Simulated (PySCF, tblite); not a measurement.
# C2H3BO2, a small molecule taken as a stand-in for a surface group (boric unit): NMR shifts, core binding energies, electronic excitations and spin-spin couplings, part 2 of 2

tblite 0.8.0 and PySCF 2.14.0. Atoms count from 0, parts from 1.

### Step 6. Ultraviolet spectrum: CAM-B3LYP/def2-SVPD

Job settings and geometry (Å):

```
{"job": {"kind": "uv", "xc": "CAM-B3LYP", "basis": "def2-SVPD", "nstates": 6, "ntriplets": 2, "ip": true}, "charge": 0, "multiplicity": 1}
O      0.535913    -1.168964    -1.268612
B      0.433314    -0.410191    -0.153482
O      1.375365    -0.526257     0.824256
C     -0.750525     0.571806    -0.011828
C     -1.662978     1.362053     0.132886
H      1.315517    -1.735209    -1.234779
H      1.209005     0.056273     1.571206
H     -2.477662     2.054446     0.248903
```

With the program's defaults for keys left out, this is: TDDFT CAM-B3LYP/def2-SVPD, vertical, gas phase, core orbitals frozen in the response.

The log of the run:

```text
coarse grid: 7296 points
cycle   1  E = -252.9008805422  dE =  6.914e-01  |g| = 8.241e-01  |ddm| = 7.972e+00
cycle   2  E = -252.8541256740  dE =  4.675e-02  |g| = 1.004e+00  |ddm| = 1.927e+00
cycle   3  E = -253.0347898172  dE = -1.807e-01  |g| = 6.535e-02  |ddm| = 9.591e-01
cycle   4  E = -253.0356045443  dE = -8.147e-04  |g| = 3.301e-02  |ddm| = 2.183e-01
cycle   5  E = -253.0358230754  dE = -2.185e-04  |g| = 1.683e-02  |ddm| = 7.433e-02
cycle   6  E = -253.0358909865  dE = -6.791e-05  |g| = 2.835e-03  |ddm| = 2.831e-02
cycle   7  E = -253.0358931346  dE = -2.148e-06  |g| = 3.250e-04  |ddm| = 8.667e-03
final grid: 72160 points
cycle   8  E = -253.0927370360  dE = -2.842e-05  |g| = 2.092e-03  |ddm| = 9.564e-02
cycle   9  E = -253.0927373705  dE = -3.345e-07  |g| = 1.931e-03  |ddm| = 1.079e-02
cycle  10  E = -253.0927380586  dE = -6.881e-07  |g| = 3.071e-04  |ddm| = 2.295e-03
cycle  11  E = -253.0927380749  dE = -1.624e-08  |g| = 1.358e-04  |ddm| = 5.610e-04
cycle  12  E = -253.0927380796  dE = -4.764e-09  |g| = 1.510e-05  |ddm| = 2.416e-04
cycle  13  E = -253.0927380797  dE = -5.974e-11  |g| = 1.258e-05  |ddm| = 3.450e-05
converged SCF energy = -253.0927380797

Static polarisability (au): isotropic 44.016, principal 31.390 39.877 60.782

Singlet excitations
state   eV       nm        f      main configurations
  1   5.6365    220.0   0.00002   H->L 0.96
  2   6.2334    198.9   0.02619   H-1->L 0.64, H->L+2 0.18, H->L+4 0.08
  3   6.6722    185.8   0.00001   H-1->L+2 0.52, H-1->L+4 0.24, H-1->L+3 0.18
  4   7.6428    162.2   0.06032   H->L+1 0.84, H->L+3 0.08
  5   7.6968    161.1   0.02327   H-1->L+1 0.84, H-1->L+3 0.09
  6   8.3929    147.7   0.00004   H-2->L+1 0.85

Triplet excitations (Tamm-Dancoff, eV): 4.7882 5.1780
Vertical ionisation energy (delta-SCF) = 10.9616 eV
```

Run time: 43 s. Hardware: 1 thread of Arm Neoverse N1, shared host; peak memory 0.58 GiB.

Frontier orbitals and where they lie:

```
orbital      eV                      atoms
 HOMO−3  -12.37  O2 49 %, B1 16 %, C3 14 %
 HOMO−2  -11.17   O0 46 %, O2 41 %, B1 8 %
 HOMO−1   -9.81   C3 43 %, C4 42 %, B1 6 %
   HOMO   -9.74   C4 44 %, C3 43 %, H7 4 %
   LUMO    0.52  C4 28 %, C3 26 %, B1 20 %
 LUMO+1    0.58  B1 53 %, O2 14 %, O0 10 %
 LUMO+2    1.35  O2 23 %, C4 19 %, O0 17 %
```

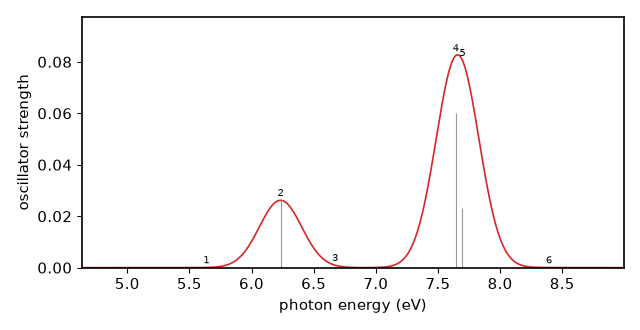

Absorption spectrum from the 6 singlet states computed; above the last one it falls off for lack of states. Lines are broadened to a width of 0.40 eV (Gaussian).

Ground-state properties from the same run:

```
           property  computed
  dipole moment (D)      1.50
polarisability (Å³)      6.52
 HOMO–LUMO gap (eV)     10.26
      −ε(HOMO) (eV)      9.74
```

### Step 7. Spin-spin couplings: B3LYP/pcJ-1

The job, as its differences from that of step 6:

```diff
@@ -1,2 +1,2 @@
-{"job": {"kind": "uv", "xc": "CAM-B3LYP", "basis": "def2-SVPD", "nstates": 6, "ntriplets": 2, "ip": true}, "charge": 0, "multiplicity": 1}
+{"job": {"kind": "j", "xc": "B3LYP", "basis": "pcJ-1"}, "charge": 0, "multiplicity": 1}
 O      0.535913    -1.168964    -1.268612
```

Level: B3LYP/pcJ-1 indirect spin-spin coupling, non-relativistic, gas phase.

The log of the run:

```text
coarse grid: 7296 points
cycle   1  E = -253.1675341283  dE =  6.653e-01  |g| = 9.611e-01  |ddm| = 2.540e+00
cycle   2  E = -252.9642744020  dE =  2.033e-01  |g| = 1.442e+00  |ddm| = 1.282e+00
cycle   3  E = -253.3258162884  dE = -3.615e-01  |g| = 1.504e-01  |ddm| = 8.131e-01
cycle   4  E = -253.3292476616  dE = -3.431e-03  |g| = 9.762e-02  |ddm| = 1.497e-01
cycle   5  E = -253.3313548741  dE = -2.107e-03  |g| = 3.298e-02  |ddm| = 7.133e-02
cycle   6  E = -253.3316199957  dE = -2.651e-04  |g| = 3.286e-03  |ddm| = 2.210e-02
cycle   7  E = -253.3316220174  dE = -2.022e-06  |g| = 1.240e-03  |ddm| = 2.624e-03
final grid: 72160 points
cycle   8  E = -253.3876552345  dE = -1.361e-04  |g| = 3.945e-03  |ddm| = 1.318e-02
cycle   9  E = -253.3876541413  dE =  1.093e-06  |g| = 4.309e-03  |ddm| = 4.767e-03
cycle  10  E = -253.3876574949  dE = -3.354e-06  |g| = 1.220e-03  |ddm| = 2.836e-03
cycle  11  E = -253.3876576516  dE = -1.567e-07  |g| = 7.313e-04  |ddm| = 1.020e-03
cycle  12  E = -253.3876577647  dE = -1.131e-07  |g| = 2.389e-04  |ddm| = 5.048e-04
cycle  13  E = -253.3876577782  dE = -1.354e-08  |g| = 1.969e-05  |ddm| = 1.500e-04
cycle  14  E = -253.3876577783  dE = -6.514e-11  |g| = 1.059e-05  |ddm| = 1.482e-05
converged SCF energy = -253.3876577783

Indirect spin-spin couplings (Hz)
  i      j    bonds     total        FC       PSO       DSO        SD
  0 O    1 B    1    -13.349   -18.376     5.423    -0.128    -0.268
  0 O    2 O    2     -1.568    -0.049    -1.992    -0.018     0.491
  0 O    3 C    2    -19.437   -19.542     0.030    -0.005     0.079
  0 O    4 C    3     -3.515    -3.082    -0.159     0.039    -0.313
  0 O    5 H    1    -79.891   -67.246   -11.977    -0.303    -0.365
  0 O    6 H    3     -1.047    -1.463    -0.102     0.458     0.061
  0 O    7 H    4      0.564     0.514    -0.106     0.151     0.004
  1 B    2 O    1    -10.885   -15.949     5.367    -0.131    -0.173
  1 B    3 C    1    125.299   126.102    -1.437     0.339     0.295
  1 B    4 C    2     24.084    22.172     1.507    -0.116     0.521
  1 B    5 H    2     -4.633    -3.262    -0.439    -0.840    -0.092
  1 B    6 H    2     -2.915    -1.614    -0.395    -0.844    -0.063
  1 B    7 H    3      4.769     4.532     0.617    -0.461     0.080
  2 O    3 C    2     -1.311    -1.377     0.087     0.008    -0.030
  2 O    4 C    3     -0.676    -0.384    -0.209     0.044    -0.127
  2 O    5 H    3     -0.935    -1.742     0.660    -0.053     0.200
  2 O    6 H    1    -86.815   -74.339   -11.743    -0.294    -0.439
  2 O    7 H    4      0.230     0.208    -0.110     0.166    -0.034
  3 C    4 C    1    177.222   158.644     6.611     0.065    11.902
  3 C    5 H    3     10.265    10.186     0.599    -0.624     0.103
  3 C    6 H    3      2.200     2.094    -0.045     0.189    -0.037
  3 C    7 H    2     46.827    41.612     5.570    -1.175     0.821
  4 C    5 H    4      1.620     1.649     0.606    -0.521    -0.115
  4 C    7 H    1    264.149   264.441    -1.320     0.335     0.692
  5 H    6 H    4     -0.602    -0.234     2.884    -3.203    -0.048
```

Run time: 27 s. Hardware: 1 thread of Arm Neoverse N1, shared host; peak memory 0.72 GiB.

A choice of the couplings up to four bonds, sorted by the number of bonds; isotopes 11B, 13C, 1H, 17O:

```
 pair  bonds  J (Hz)  Fermi contact (Hz)  dihedral (°)
C4–H7      1   264.1               264.4             –
C3–C4      1   177.2               158.6             –
B1–C3      1   125.3               126.1             –
O2–H6      1   -86.8               -74.3             –
O0–H5      1   -79.9               -67.2             –
O0–B1      1   -13.3               -18.4             –
B1–O2      1   -10.9               -15.9             –
C3–H7      2    46.8                41.6             –
B1–C4      2    24.1                22.2             –
O0–C3      2   -19.4               -19.5             –
B1–H5      2    -4.6                -3.3             –
B1–H6      2    -2.9                -1.6             –
O0–O2      2    -1.6                 0.0             –
O2–C3      2    -1.3                -1.4             –
C3–H5      3    10.3                10.2           180
B1–H7      3     4.8                 4.5             –
O0–C4      3    -3.5                -3.1             –
C3–H6      3     2.2                 2.1             0
O0–H6      3    -1.0                -1.5           180
C4–H5      4     1.6                 1.6             –
```

Quadrupole couplings from the field gradients of the same density:

```
atom  isotope  eQq/h (MHz)     η
  O0      17O       -8.229  0.17
  O2      17O       -8.191  0.24
  B1      11B        2.779  0.15
```

### Step 8. Outcome

This closing draws on all 2 parts.

| quantity | value |
| --- | --- |
| point group | Cs |
| rotational constants (main isotopes) | 10.35, 3.66, 2.70 GHz |
| 13C shifts against TMS (PBE0/pcSseg-2) | 96.5, 88.8 ppm |
| 1H shifts against TMS (PBE0/pcSseg-2) | 4.13, 3.73, 2.08 ppm |
| 17O shifts against H2O (PBE0/pcSseg-2) | 133.2, 118.4 ppm |
| 11B shifts against BF3·OEt2 (PBE0/pcSseg-2) | 20.1 ppm |
| surface potential, 1st and 99th percentile | -1.38 V and 2.62 V |
| O1s binding energies, SCAN/pcX-2 | O2 539.38, O0 539.26 eV |
| B1s binding energies, SCAN/pcX-2 | B1 197.97 eV |
| lowest singlet (CAM-B3LYP/def2-SVPD) | 5.64 eV (220 nm), f = 0.000 |
| brightest single state of those computed | state 4, 7.64 eV, f = 0.060 |
| lowest triplet | 4.79 eV |
| vertical ionisation energy (ΔSCF) | 10.96 eV |
| largest coupling of the table (B3LYP/pcJ-1) | 1J(C,H) C4–H7, 264.1 Hz |

**Reading.** The optimisation took 4 steps and gained 0.123 eV; among the close pairs (by a distance rule), O0–H5 changed most, from 0.920 to 0.964 Å (PBE0/def2-SVP). At PBE0/pcSseg-2: The widest tensor belongs to C3: span 301 ppm, with a paramagnetic part of -169 ppm. By nearest atom (PBE0/pcSseg-2), the HOMO sits on C3, C4 about 45 % each and the LUMO on B1 27 %; C3, C4 about 24 % each. The O1s levels kept as sound span 0.11 eV, from O0 (oxygen bonded to B, H) up to O2 (oxygen bonded to B, H). The lowest singlet, at 5.64 eV, is HOMO→LUMO 0.96 and is dark; of the 6 states computed, the strongest absorption comes from state 4 at 7.64 eV. The lowest triplet lies 0.85 eV below the lowest singlet (triplets in Tamm-Dancoff, singlets in full TDDFT). The orbital energy would give 9.74 eV for ionisation, ΔSCF gives 10.96 eV. Of the pairs tabulated at B3LYP/pcJ-1, C4–H7 couples most strongly (264.1 Hz; Fermi contact 264.4 Hz).
